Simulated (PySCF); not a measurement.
# C4H3BrNP: the cost of one run

Computed with PySCF 2.14.0 and routines of our own; the level stands in each step. Atoms count from 0.

### 1 The starting structure

10 atoms, charge 0, multiplicity 1; geometry from: GFN2-xTB.

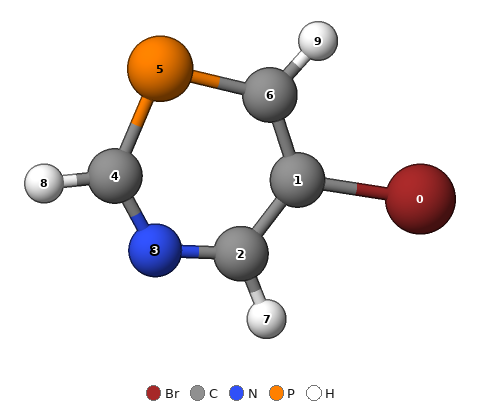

The starting geometry (bromine red, carbon grey, nitrogen blue, phosphorus orange, hydrogen white).

### 2 Magnetic properties: GIAO KT3/pcSseg-1

What the job is given:

```
{"job": {"kind": "mag", "xc": "KT3", "basis": "pcSseg-1", "isotopologues": 2}, "charge": 0, "multiplicity": 1}
Br    -2.824889     0.887994     0.204014
C     -1.023278     0.248025     0.074638
C     -0.009338     1.193863    -0.037799
N      1.268821     0.897667    -0.134680
C      1.708641    -0.336332    -0.133392
P      0.788409    -1.817620    -0.011949
C     -0.796948    -1.109735     0.097882
H     -0.248381     2.248934    -0.050195
H      2.787339    -0.426421    -0.219733
H     -1.641492    -1.781721     0.188687
```

Method: GIAO KT3/pcSseg-1 magnetisability, rotational g tensor and spin-rotation constants, non-relativistic, gas phase.

Run with:

```console
OMP_NUM_THREADS=1 python excited_run.py task.json out
```

This one command runs all jobs of the session in turn.

**Question.** How long does this first job take on 1 thread of Arm Neoverse N1, shared host, and how much memory does it need?

About 50 s, with a peak of 0.66 GiB.
